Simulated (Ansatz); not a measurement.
## Fields on a plane of Ga2Pt (fluorite type, space group Fm-3m)

```xyz
3
Lattice="0.0000 2.9674 2.9674 2.9674 0.0000 2.9674 2.9674 2.9674 0.0000" Properties=species:S:1:pos:R:3 pbc="T T T"
Ga     4.4512     4.4512     4.4512
Ga     1.4837     1.4837     1.4837
Pt     0.0000     0.0000     0.0000
```

The slice is a {110} plane (indices of the conventional cell) through the point (0.000, 0.000, 0.000) (fractional), spanned by u = [100] and v = [1 -1 -1] in vectors of this cell: u (4.20 Å) and v (5.93 Å, at 90° to u). It covers one period; positions are fractions (u, v).

Atoms on it: Ga at (0.50, 0.25); Ga at (0.50, 0.75); Pt at (0.00, 0.00).

Level of theory: r2SCAN (plane waves to 500 eV, PAW, scalar-relativistic; Ansatz, a quantum-chemistry and plane-wave program). k mesh 14×14×14. Near the nuclei the fields are pseudised (PAW); where an atom keeps semicore shells as valence, they peak there. Ga2Pt is run without spin polarisation. Ga2Pt was relaxed with its symmetry unable to fall. Spin-orbit coupling is left out, though Pt is heavy. This is a high-temperature form of Ga2Pt.

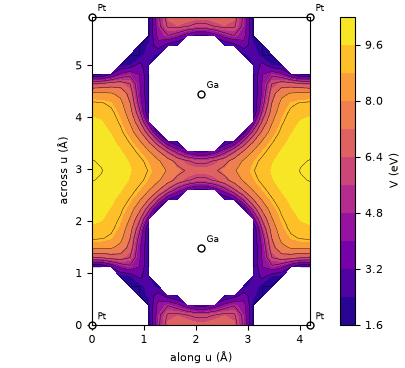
*Electrostatic potential energy of an electron, from the cell's mean, in eV, one period of the plane, atoms marked. Points within 1 Å of a nucleus are left white, as the pseudised field means little there. Values under 2 eV are set to 2. The zero, the cell's mean, hangs on the PAW cores.*

```
|xxx975455555555554579xx|
|xx98654565444456545689x|
|99875456543333456545789|
|88654565433333345654568|
|66545554332112334555456|
|4444564431xxxx134465444|
|444555432xxxxxx23455544|
|444454332xxxxxx23345444|
|333444332xxxxxx23344433|
|2223333331xxxx133333322|
|11122333332112333332211|
|00011233333333333321100|
|00001233333333333321000|
|00000123444444443210000|
|00000123445555443210000|
|00000112345555432110000|
|00000123445555443210000|
|00000123444444443210000|
|00001233333333333321000|
|00011233333333333321100|
|11122333332112333332211|
|2223333331xxxx133333322|
|333444332xxxxxx23344433|
|444454332xxxxxx23345444|
|444555432xxxxxx23455544|
|4444564431xxxx134465444|
|66545554332112334555456|
|88654565433333345654568|
|99875456543333456545789|
|xx98654565444456545689x|
|xxx975455555555554579xx|
|xxx975455555555554579xx|
```
Scale: ten equal steps from 0.01 (start of '0') to 0.66 (end of '9'), in the order '0123456789'. Values: electron localisation function (ELF). The map has 23 points along u (one character each, u = 0 at the left) and 32 along v (v = 0 in the bottom row). Points within 0.5 Å of a nucleus are blanked (x), as the pseudised field means little there.

The density on the Ga–Pt line (2.57 Å) at its density minimum, 1.2 Å from Ga comes out as 0.40 e/Å³. The ELF at that point comes out as 0.4.
